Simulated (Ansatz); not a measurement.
Input

```
crystal:
  periodic: [false, false, false]
  atoms:
    - symbol: Br
      position_ang: [-4.203246, 3.371097, 1.086994]
    - symbol: Br
      position_ang: [-0.679537, 3.975874, 0.699564]
    - symbol: Br
      position_ang: [-1.845284, 0.731426, 1.722876]
    - symbol: Cl
      position_ang: [-2.400329, 1.913350, -1.480689]
    - symbol: Si
      position_ang: [-2.283908, 2.488967, 0.476594]
basis:
  gaussian:
    orbitals: def2-TZVPD
hamiltonian:
  xc: pbe0
output: {forces: true, orbitals: {seedname: orbitals}}
```

Run with:

```sh
ansatz run input.yaml --threads 2 --pin off --max-ram 4350MiB --events-out events.jsonl --progress --plain --runs-dir runs
```

Geometry: PBE0-D3(BJ)/def2-SVP.

All numbers below come from Ansatz, isolated molecule in a Gaussian basis; Kohn-Sham density functional theory, functional PBE0.

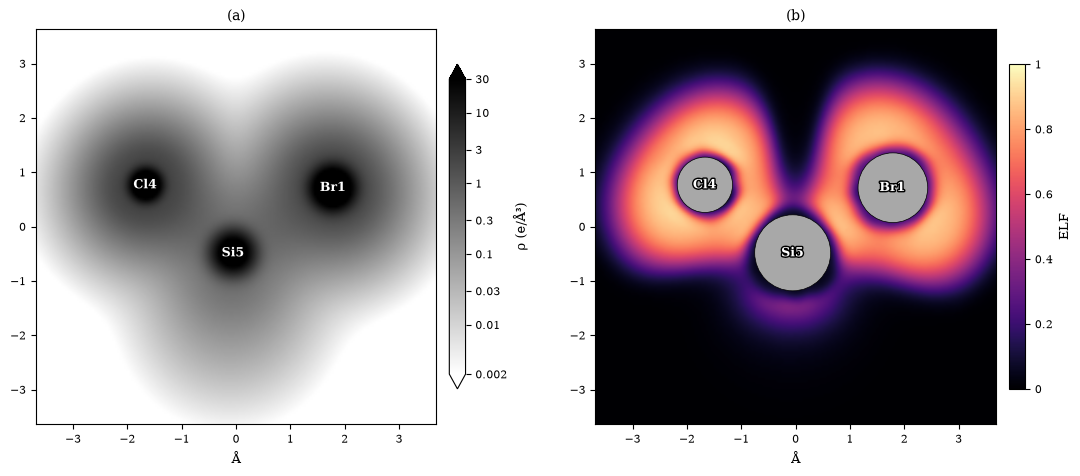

Br$_{3}$ClSi (SMILES Cl[Si](Br)(Br)Br). (a) electron density; (b) electron localisation function on the plane of atoms Br1, Si5 and Cl4. Grey discs cover the atomic cores in the ELF map.

Q: What do the fields say about this system?

A:
- Atoms in the plane: Br, Cl and Si.
- Si–Cl (2.04 Å): ρ at the midpoint is about 0.94 e/Å³; the ELF peaks at about 0.85 between the atoms; a shared but strongly polarised pair.
- Si–Br (2.20 Å): ρ at the midpoint is about 0.82 e/Å³; the ELF peaks at about 0.85 between the atoms; a polar covalent bond.
- The ELF also peaks beside Br1 and Cl4, away from the bonds: lone-pair regions.
